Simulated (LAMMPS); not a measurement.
Molecular dynamics of a melt made from Fe (bcc), 250 atoms, at 1990 K and 0 GPa, brought to that temperature within a few picoseconds.

Model: classical MD, pair style meam, file library.meam (library.meam-Fe); code LAMMPS.

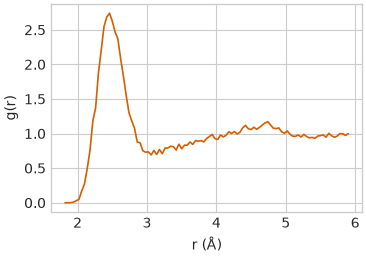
g(r) against r (Å)

The data show:
- state found: liquid
- first peak of g(r): 2.45 Å, height 2.7
- coordination number: 8.7 (counted to 3.10 Å)

Caution: the potential MEAM library.meam-Fe is a first-neighbour MEAM set with a 4 Å cutoff, used here without a parameter file and away from the static properties it was fitted to.
